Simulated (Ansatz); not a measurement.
SnTe (rock salt) is sheared across one {110} plane: the third cell vector gains the shift, so faults repeat every 6.8 Å. The cut lies between planes 2.27 Å apart; the cell height is held.

```xyz
6
Lattice="4.5320 0.0000 0.0000 0.0000 6.4092 0.0000 2.2660 3.2046 6.7979" Properties=species:S:1:pos:R:3 pbc="T T T"
Te     1.8883     2.6705     5.6650
Te     1.8883     2.6705     1.1330
Te     4.1543     5.8751     3.3990
Sn     1.8883     5.8751     5.6650
Sn     1.8883     5.8751     1.1330
Sn     4.1543     2.6705     3.3990
```

In-plane vectors a = (4.532, 0.000) Å, b = (0.000, 6.409) Å, area 29.05 Å². The shift is s times the vector a (length 4.532 Å), so s = 1 restores the start. The shift is rigid: no atom relaxes. γ = [E(shift) − E(0)] / area.

These are PBE (plane waves to 420 eV, PAW, scalar-relativistic; Ansatz, an electronic-structure program) values and carry that method's errors. k mesh 9×9×9 (Γ-centred), Fermi-Dirac smearing 0.05 eV. Energies are extrapolated to zero smearing. Compression counts positive. As the smearing reaches across the gap at some points, the k mesh leaves noise in γ, roughly 0.02 J/m² as judged from a few cases. Faults lie only 6.8 Å apart, and holding the cell height and the atoms raises γ above its relaxed value. SnTe was relaxed with its symmetry unable to fall. Spin-orbit coupling is left out, though Te is heavy. The zero of γ is zero shift.

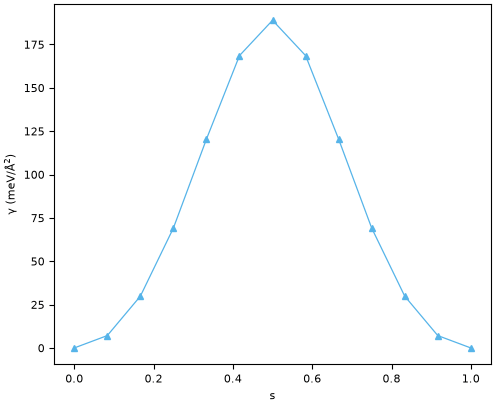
*γ (meV/Å²) against s; computed points joined by lines (the last repeats the first, one period on).*

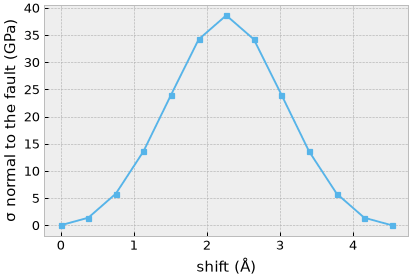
Figure. σ normal to the fault (GPa) against shift (Å); one marker a computed point (the last repeats the first, one period on).

The steepest slope dγ/d(shift) before the first maximum (spline) is 23 GPa. The highest computed γ on the line comes out as 3.03 J/m². Position of the highest point: s = 0.500. Local minima between the ends: no computed point is one.

A slope of 1 mJ/m² per Å is 0.01 GPa.

(The slope of γ gives the shear force per area between the displaced halves; near zero shift its curvature is an elastic stiffness.)
